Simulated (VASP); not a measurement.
Band structure of Mo₂N (space group I4_1/amd). All values below come from PBEsol GGA, VASP's PBE PAW potentials (set 64) (plane waves; VASP 6.6.1).

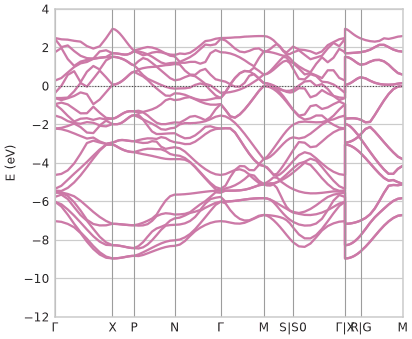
*Bands along high-symmetry lines, zero at the valence-band maximum or, without a gap, the Fermi level*

Read the plot: is there a gap, and where are the band edges?

It has no gap at this level: it comes out as a metal or semimetal. (Edges off the drawn lines would not show.)

The structure comes from a measured Mo2N entry (I4_1/amd) of the Crystallography Open Database, whose conditions weren't checked. It was relaxed first.
